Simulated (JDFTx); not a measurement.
WSi2(001) slab cut from bulk WSi2 (space group I4/mmm, indices of the conventional cell, lattice of the Materials Project entry mp-1620, not re-optimised): 6 atoms in 6 planes, a 1x1 cell of 10.33 Å² (|a| = 3.215, |b| = 3.215 Å), 6.5 Å between the outermost planes, Si outermost, slab composition W2Si4, cell height 22.5 Å, 6×6×1 k mesh, Fermi smearing 0.01 Ha, no spin polarisation. Whether this polymorph is the ambient one wasn't checked.

Computed with a modified build of JDFTx: PBE, GBRV ultrasoft potentials, plane waves to 20/100 Ha. Liquid on both sides: CANDLE, water, 2 M KCl; nuclei fixed, outer atoms relaxed in vacuum. The electron chemical potential μ is absolute (zero in the bulk liquid) and is turned into a potential by U = −μ/e − 4.44 V vs SHE, a convention. This is a symmetric, unreconstructed model surface, and the continuum liquid cannot react with it. On the negative side CANDLE's cavity feels the periodic box, so those points shift with the cell height. Convergence in thickness and k mesh wasn't tested for this slab.

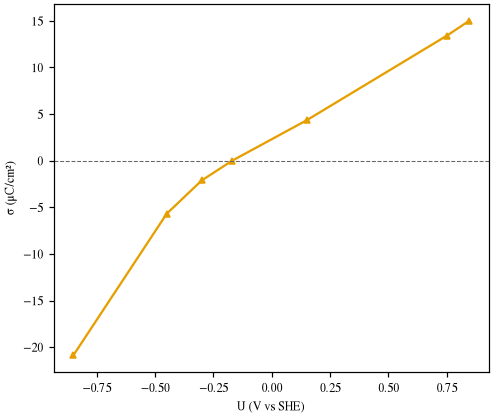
Surface charge density of WSi2(001) against potential

Problem. Read off the potential of zero charge and the mean capacitance σ/(U − U_pzc) at the computed point just above it.

Solution. U_pzc ≈ -0.2 V. At 0.15 V it is about 14 μF/cm².
